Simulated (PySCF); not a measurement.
# C₅H₁₀OSi: runs on many settings, part 2 of 2

PySCF 2.14.0. Atoms count from 0. Earlier steps stand in the parts before.

## 4. NMR shieldings: PBE0/6-31++G**

What the job is given:

```
{"job": {"kind": "nmr", "xc": "PBE0", "basis": "6-31++G**", "pop": false, "scf": {"level_shift": 0.3, "aux": "def2-qzvpp-jkfit"}}, "charge": 0, "multiplicity": 1}
C      3.321673     0.418364     0.816945
C      2.447279    -0.061996    -0.049726
O      1.128012    -0.109907     0.209896
Si    -0.098932    -0.823194    -0.591635
C     -1.619152    -0.161311     0.301351
C     -2.718210    -0.895671     0.398898
C     -1.559122     1.228716     0.858543
H      4.368293     0.458235     0.582958
H      3.009746     0.780733     1.780316
H      2.747574    -0.435337    -1.022211
H     -0.077817    -0.428069    -2.007610
H      0.022360    -2.280881    -0.501048
H     -2.769758    -1.892226    -0.005392
H     -3.612923    -0.535912     0.885010
H     -0.727049     1.314214     1.554975
H     -1.386672     1.944992     0.055967
H     -2.482299     1.491280     1.372315
```

Level: GIAO PBE0/6-31++G** NMR shielding, non-relativistic, gas phase.

Log:

```text
final grid: 132896 points
cycle   1  E = -560.7046929405  dE =  8.048e-01  |g| = 6.305e-01  |ddm| = 5.122e+00
cycle   2  E = -560.7493515508  dE = -4.466e-02  |g| = 5.284e-01  |ddm| = 3.019e+00
cycle   3  E = -560.7965533968  dE = -4.720e-02  |g| = 1.005e-01  |ddm| = 6.408e-01
cycle   4  E = -560.7988866168  dE = -2.333e-03  |g| = 3.132e-02  |ddm| = 3.285e-01
cycle   5  E = -560.7991620596  dE = -2.754e-04  |g| = 6.494e-03  |ddm| = 1.230e-01
cycle   6  E = -560.7991860532  dE = -2.399e-05  |g| = 3.135e-03  |ddm| = 4.866e-02
cycle   7  E = -560.7991916271  dE = -5.574e-06  |g| = 1.080e-03  |ddm| = 1.735e-02
cycle   8  E = -560.7991928194  dE = -1.192e-06  |g| = 5.343e-04  |ddm| = 8.360e-03
cycle   9  E = -560.7991931081  dE = -2.887e-07  |g| = 2.574e-04  |ddm| = 4.334e-03
cycle  10  E = -560.7991931755  dE = -6.740e-08  |g| = 1.192e-04  |ddm| = 2.326e-03
cycle  11  E = -560.7991931912  dE = -1.577e-08  |g| = 5.869e-05  |ddm| = 1.263e-03
cycle  12  E = -560.7991931950  dE = -3.790e-09  |g| = 2.938e-05  |ddm| = 6.784e-04
cycle  13  E = -560.7991931960  dE = -9.289e-10  |g| = 1.525e-05  |ddm| = 3.959e-04
level shift removed, Fock matrix diagonalised once more
converged SCF energy = -560.7991931960

GIAO shielding tensors (ppm)
atom      isotropic    diamagn.    paramagn.     s11        s22        s33       span
  0 C      106.086     258.006    -151.920     12.604    131.940    173.713    161.109
  1 C       56.829     249.840    -193.012    -40.084     86.472    124.098    164.182
  2 O      242.618     407.554    -164.936    157.564    260.207    310.083    152.519
  3 Si     424.181     882.943    -458.763    375.926    413.304    483.311    107.385
  4 C       56.176     270.385    -214.209    -46.652     36.936    178.242    224.894
  5 C       75.219     256.146    -180.927    -30.218     90.621    165.254    195.472
  6 C      172.984     247.247     -74.263    160.312    163.670    194.969     34.658
  7 H       27.288      27.773      -0.484     25.159     26.373     30.334      5.175
  8 H       26.919      32.836      -5.917     24.116     25.727     30.914      6.797
  9 H       24.930      29.003      -4.073     21.783     24.723     28.285      6.502
 10 H       26.513      28.976      -2.463     23.515     25.324     30.700      7.184
 11 H       26.686      29.601      -2.915     23.404     25.426     31.227      7.823
 12 H       26.225      31.235      -5.011     23.085     24.837     30.752      7.668
 13 H       25.673      30.541      -4.868     22.345     25.397     29.276      6.931
 14 H       29.271      31.108      -1.837     24.427     29.436     33.950      9.523
 15 H       29.810      29.962      -0.152     26.272     28.313     34.844      8.572
 16 H       29.870      31.566      -1.696     26.486     28.503     34.621      8.136
```

Wall time 32 s (1 thread of Arm Neoverse V1, shared host); peak memory 0.79 GiB.

In short: δ C4 142.3, C1 141.6, C5 123.2, C0 92.4, H9 6.92, H13 6.18 ppm.

## 5. Shielding tensors: PBE0/6-311+G(2d,p)

Same as in step 4 but for these lines:

```diff
@@ -1,2 +1,2 @@
-{"job": {"kind": "nmr", "xc": "PBE0", "basis": "6-31++G**", "pop": false, "scf": {"level_shift": 0.3, "aux": "def2-qzvpp-jkfit"}}, "charge": 0, "multiplicity": 1}
+{"job": {"kind": "nmr", "xc": "PBE0", "basis": "6-311+G(2d,p)", "pop": true, "scf": {"guess": "vsap"}}, "charge": 0, "multiplicity": 1}
 C      3.321673     0.418364     0.816945
```

Method: GIAO PBE0/6-311+G(2d,p) NMR shielding, non-relativistic, gas phase.

Log:

```text
final grid: 132896 points
cycle   1  E = -548.8073303802  dE =  1.039e+01  |g| = 5.505e+00  |ddm| = 4.321e+02
cycle   2  E = -516.8416350845  dE =  3.197e+01  |g| = 1.228e+01  |ddm| = 4.253e+02
cycle   3  E = -556.5977648272  dE = -3.976e+01  |g| = 4.247e+00  |ddm| = 2.594e+01
cycle   4  E = -559.5303489732  dE = -2.933e+00  |g| = 2.119e+00  |ddm| = 4.373e+00
cycle   5  E = -560.6789121337  dE = -1.149e+00  |g| = 9.154e-01  |ddm| = 4.159e+00
cycle   6  E = -560.8837547727  dE = -2.048e-01  |g| = 1.883e-01  |ddm| = 1.320e+00
cycle   7  E = -560.8875650261  dE = -3.810e-03  |g| = 1.443e-01  |ddm| = 4.183e-01
cycle   8  E = -560.8916051811  dE = -4.040e-03  |g| = 1.878e-02  |ddm| = 1.436e-01
cycle   9  E = -560.8916647458  dE = -5.956e-05  |g| = 6.540e-03  |ddm| = 2.989e-02
cycle  10  E = -560.8916743840  dE = -9.638e-06  |g| = 1.679e-03  |ddm| = 1.034e-02
cycle  11  E = -560.8916748352  dE = -4.512e-07  |g| = 9.771e-04  |ddm| = 2.638e-03
cycle  12  E = -560.8916750800  dE = -2.448e-07  |g| = 1.431e-04  |ddm| = 9.881e-04
cycle  13  E = -560.8916750840  dE = -3.997e-09  |g| = 6.461e-05  |ddm| = 2.685e-04
cycle  14  E = -560.8916750847  dE = -7.153e-10  |g| = 4.048e-05  |ddm| = 1.161e-04
cycle  15  E = -560.8916750851  dE = -3.932e-10  |g| = 4.568e-06  |ddm| = 5.511e-05
converged SCF energy = -560.8916750851

GIAO shielding tensors (ppm)
atom      isotropic    diamagn.    paramagn.     s11        s22        s33       span
  0 C       91.360     257.020    -165.660    -11.907    120.668    165.321    177.228
  1 C       38.188     248.714    -210.526    -69.392     71.397    112.558    181.950
  2 O      225.534     398.657    -173.122    135.145    243.156    298.302    163.157
  3 Si     369.843     877.040    -507.197    324.058    353.109    432.361    108.302
  4 C       37.862     245.481    -207.619    -76.888     18.986    171.487    248.375
  5 C       57.843     256.354    -198.511    -58.031     75.762    155.799    213.829
  6 C      163.542     247.548     -84.006    151.175    153.270    186.181     35.006
  7 H       27.594      29.491      -1.897     25.705     26.700     30.376      4.672
  8 H       27.212      33.737      -6.525     24.516     26.220     30.899      6.382
  9 H       25.076      28.072      -2.996     22.108     24.599     28.520      6.412
 10 H       26.380      29.397      -3.017     23.513     25.147     30.481      6.968
 11 H       26.557      30.347      -3.790     23.452     25.343     30.877      7.425
 12 H       26.355      32.236      -5.880     23.333     25.121     30.612      7.279
 13 H       25.822      31.280      -5.458     22.541     25.556     29.370      6.829
 14 H       29.516      33.273      -3.757     24.962     29.652     33.934      8.972
 15 H       29.977      31.430      -1.453     26.644     28.523     34.764      8.120
 16 H       29.975      31.597      -1.622     26.805     28.757     34.363      7.558
```

Run time: 58 s. Hardware: 1 thread of Arm Neoverse V1, shared host; peak memory 1 GiB.

This run: δ C4 151.0, C1 150.7, C5 131.1, C0 97.5, H9 6.90, H13 6.15 ppm.

## 6. NMR shieldings: BP86/pcSseg-1

Same as in step 5 but for these lines:

```diff
@@ -1,2 +1,2 @@
-{"job": {"kind": "nmr", "xc": "PBE0", "basis": "6-311+G(2d,p)", "pop": true, "scf": {"guess": "vsap"}}, "charge": 0, "multiplicity": 1}
+{"job": {"kind": "nmr", "xc": "BP86", "basis": "pcSseg-1", "pop": true, "grid": 1, "scf": {"conv": 1e-11}}, "charge": 0, "multiplicity": 1}
 C      3.321673     0.418364     0.816945
```

Method: GIAO BP86/pcSseg-1 NMR shielding, non-relativistic, gas phase.

Log:

```text
final grid: 62216 points
cycle   1  E = -561.0664272441  dE =  6.840e-01  |g| = 8.851e-01  |ddm| = 3.733e+00
cycle   2  E = -560.6420204219  dE =  4.244e-01  |g| = 1.673e+00  |ddm| = 2.414e+00
cycle   3  E = -561.2174304547  dE = -5.754e-01  |g| = 2.782e-01  |ddm| = 1.947e+00
cycle   4  E = -561.2309699671  dE = -1.354e-02  |g| = 1.133e-01  |ddm| = 2.983e-01
cycle   5  E = -561.2334943725  dE = -2.524e-03  |g| = 5.910e-02  |ddm| = 1.439e-01
cycle   6  E = -561.2344496057  dE = -9.552e-04  |g| = 1.269e-02  |ddm| = 5.809e-02
cycle   7  E = -561.2344914006  dE = -4.179e-05  |g| = 2.710e-03  |ddm| = 1.449e-02
cycle   8  E = -561.2344926692  dE = -1.269e-06  |g| = 1.533e-03  |ddm| = 3.342e-03
cycle   9  E = -561.2344932340  dE = -5.647e-07  |g| = 4.747e-04  |ddm| = 1.528e-03
cycle  10  E = -561.2344932916  dE = -5.760e-08  |g| = 9.647e-05  |ddm| = 4.898e-04
cycle  11  E = -561.2344932936  dE = -2.013e-09  |g| = 4.851e-05  |ddm| = 1.539e-04
cycle  12  E = -561.2344932942  dE = -5.695e-10  |g| = 8.898e-06  |ddm| = 5.169e-05
cycle  13  E = -561.2344932942  dE = -1.523e-11  |g| = 4.105e-06  |ddm| = 1.158e-05
cycle  14  E = -561.2344932942  dE = -4.206e-12  |g| = 8.711e-07  |ddm| = 3.635e-06
converged SCF energy = -561.2344932942

GIAO shielding tensors (ppm)
atom      isotropic    diamagn.    paramagn.     s11        s22        s33       span
  0 C       84.118     254.717    -170.599    -16.310    112.618    156.047    172.357
  1 C       31.323     250.421    -219.099    -70.195     63.331    100.831    171.026
  2 O      214.026     403.135    -189.109    111.560    235.949    294.568    183.008
  3 Si     361.377     884.358    -522.981    312.344    343.085    428.702    116.358
  4 C       31.262     262.892    -231.631    -78.140     10.196    161.730    239.871
  5 C       50.937     251.328    -200.391    -60.355     66.791    146.376    206.731
  6 C      154.577     247.681     -93.104    141.312    143.582    178.837     37.525
  7 H       27.269      27.707      -0.438     25.208     26.521     30.078      4.871
  8 H       26.900      32.224      -5.324     24.166     25.599     30.935      6.769
  9 H       25.017      29.426      -4.409     21.997     24.945     28.111      6.114
 10 H       26.267      31.391      -5.124     23.453     24.898     30.450      6.996
 11 H       26.467      31.478      -5.011     23.283     25.147     30.971      7.688
 12 H       26.155      31.323      -5.168     23.013     25.071     30.382      7.369
 13 H       25.642      30.180      -4.538     22.321     25.491     29.115      6.794
 14 H       29.114      31.831      -2.717     24.393     29.395     33.553      9.160
 15 H       29.623      30.858      -1.235     26.242     28.185     34.442      8.200
 16 H       29.816      30.104      -0.288     26.669     28.423     34.357      7.688
```

Wall time 31 s (1 thread of Arm Neoverse V1, shared host); peak memory 0.67 GiB.

Key values: δ C4 151.1, C1 151.0, C5 131.4, C0 98.2, H9 6.69, H13 6.06 ppm.

## 7. Run by run: NMR shifts

Shifts (ppm) of some atoms, chosen among heavy atoms and hydrogens apart, with basis size and wall time:

| run | C1 | C4 | C5 | H8 | H7 | O2 | Si3 | functions | time |
| --- | --- | --- | --- | --- | --- | --- | --- | --- | --- |
| PBE0/6-31G | 141.0 | 139.4 | 125.3 | 5.11 | 4.74 | 66.8 | 5.8 | 87 | 30 s |
| B97-2/6-31G | 138.7 | 136.8 | 122.7 | 5.05 | 4.67 | 64.5 | 0.7 | 87 | 11 s |
| PBE0/6-31++G** | 141.6 | 142.3 | 123.2 | 4.93 | 4.56 | 95.5 | -16.3 | 190 | 32 s |
| PBE0/6-311+G(2d,p) | 150.7 | 151.0 | 131.1 | 4.76 | 4.38 | 102.3 | -27.6 | 257 | 58 s |
| BP86/pcSseg-1 | 151.0 | 151.1 | 131.4 | 4.81 | 4.44 | 120.2 | -31.6 | 176 | 31 s |

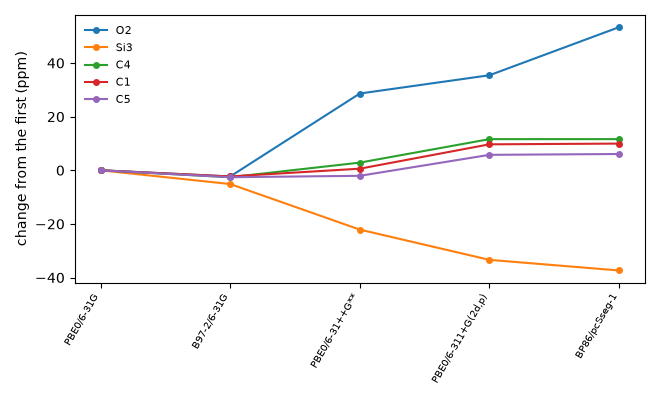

How five of the tabulated atoms move from run to run.

## 8. Results

What follows sums up all 2 parts.

```
                                                           quantity                                         value
                                ¹³C shifts against TMS (PBE0/6-31G)           141.0, 139.4, 125.3, 96.4, 26.0 ppm
¹H shifts against TMS (PBE0/6-31G, means over atoms taken as alike)  6.80, 6.31, 5.89, 5.48, 5.11, 4.74, 2.40 ppm
                                ¹⁷O shifts against H2O (PBE0/6-31G)                                      66.8 ppm
                               ²⁹Si shifts against TMS (PBE0/6-31G)                                       5.8 ppm
                              surface potential, least and greatest                            -1.32 V and 1.22 V
                                           range of the shift of O2                             64.5 to 120.2 ppm
```

What this shows: Single values in the summary come from the first run of each kind that ended normally (PBE0/6-31G), which need not be the best level. At PBE0/6-31G: The largest span, 217 ppm, is at C4, where the paramagnetic term is -195 ppm. Across the 5 runs the shift of O2 moves most, between 64.5 (B97-2/6-31G) and 120.2 ppm (BP86/pcSseg-1).
